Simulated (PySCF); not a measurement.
**AlH2F (SMILES [H][Al]([H])[F]) at wB97X-V/STO-3G**

What is the vertical singlet–triplet gap of AlH2F at wB97X-V/STO-3G? The job is set up through a Python script.

The calculation is run with PySCF 2.14.0.

9 further runs of the same task are left out: 9 set aside as unsound or not needed.

## (1) The structure to begin with

The species is AlH2F (4 atoms), meant as a singlet with charge 0. SMILES: `[H][Al]([H])[F]`. The shape comes from GFN2-xTB, which is rough for such elements, and wasn't checked as a minimum.

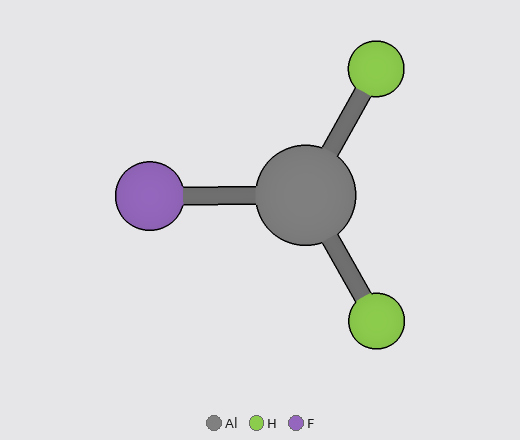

Viewed from a chosen angle; aluminium grey, hydrogen green, fluorine purple.

## (2) A single-point energy at wB97X-V/STO-3G

run.py reads:

```python
from pyscf import gto, dft

mol = gto.Mole()
mol.atom = 'Al 0.019600 0.032680 0.000940; H 1.546910 -0.017870 0.014080; H -0.738990 1.358820 -0.019420; F -0.827520 -1.373630 0.004400'
mol.max_memory = 1860
mol.verbose = 3
mol.basis = 'sto-3g'
mol.build()

myscf = dft.RKS(mol)
myscf.xc = 'wb97x-v'
myscf.nlcgrids.level = 1
myscf.conv_tol = 1e-10
myscf.grids.level = 5
myscf.kernel()
if not myscf.converged:
    myscf = myscf.newton().run(myscf.mo_coeff, myscf.mo_occ)

e_tot = myscf.e_tot
print('E(%s) = %.9f' % ('WB97X-V', e_tot))
```

Run with:

```
OMP_NUM_THREADS=1 python run.py
```

Standard output:

```text
converged SCF energy = -339.047294932821
E(WB97X-V) = -339.047294933
```

Wall time 9.6 s (1 thread of Arm Neoverse V2, shared host); peak memory 0.18 GiB.

## (3) The triplet, same level

start.xyz reads:

```xyz
4
AlFH2
Al     0.019600     0.032680     0.000940
H      1.546910    -0.017870     0.014080
H     -0.738990     1.358820    -0.019420
F     -0.827520    -1.373630     0.004400
```

calc.py reads:

```python
from pyscf import gto, dft

molecule = gto.Mole()
molecule.atom = 'start.xyz'
molecule.spin = 2
molecule.max_memory = 1860
molecule.verbose = 3
molecule.basis = 'sto-3g'
molecule.build()

calc0 = dft.UKS(molecule)
calc0.xc = 'wb97x-v'
calc0.conv_tol = 1e-10
calc0.nlcgrids.level = 1
calc0.grids.level = 5
calc0.kernel()
if not calc0.converged:
    calc0 = calc0.newton().run(calc0.mo_coeff, calc0.mo_occ)

etot = calc0.e_tot
print(f'total energy: {etot:.8f} hartree')
```

Run with:

```
OMP_NUM_THREADS=1 python calc.py
```

Standard output:

```text
WARN: HOMO 0.137967373542964 >= LUMO -0.344050505105723

WARN: HOMO 0.0820978361921415 >= LUMO 0.0206646842141894

WARN: HOMO 0.0268268302428188 >= LUMO -0.0722038728714759

WARN: HOMO 0.0219347696316906 >= LUMO -0.0317532156906931

WARN: HOMO 0.0222507916437857 >= LUMO -0.0373999195422177

WARN: HOMO 0.02264632241464 >= LUMO -0.0403140540504162

WARN: HOMO 0.0223649239463378 >= LUMO -0.0412179433533753

WARN: HOMO 0.0224517866322267 >= LUMO -0.0408208063150713

WARN: HOMO 0.0224183173553012 >= LUMO -0.0408716718757159

WARN: HOMO 0.0224081249245459 >= LUMO -0.0409421005933904

WARN: HOMO 0.0224145705576367 >= LUMO -0.0409152252699353

WARN: HOMO 0.0224128432564036 >= LUMO -0.0409123769730212

WARN: HOMO 0.0224132981485206 >= LUMO -0.0409131841120266

WARN: HOMO 0.0224132139665799 >= LUMO -0.040912964902276

converged SCF energy = -338.756348576217  <S^2> = 2.0031391  2S+1 = 3.002092
total energy: -338.75634858 hartree
```

It took 15 s on 1 thread of Arm Neoverse V2, shared host; peak memory 0.19 GiB.

## (4) Outcome

At wB97X-V/STO-3G:

```
                                        quantity          value
                           singlet: total energy  -339.04729 Eh
                          singlet: dipole moment         0.17 D
                            singlet: HOMO energy       -6.76 eV
                            singlet: LUMO energy        7.48 eV
                          singlet: HOMO–LUMO gap       14.24 eV
                           triplet: total energy  -338.75635 Eh
                          triplet: dipole moment         0.85 D
     triplet: HOMO energy (highest over α and β)        0.61 eV
                                   triplet: ⟨S²⟩          2.003
vertical energy of the triplet above the singlet       7.917 eV
```

What this shows: At this shape the triplet lies 7.92 eV (764 kJ/mol) above the singlet. In a minimal basis such a difference can be off by several eV, whatever the method. Mulliken charges (singlet) run from -0.28 on F4 to +0.79 on Al1.
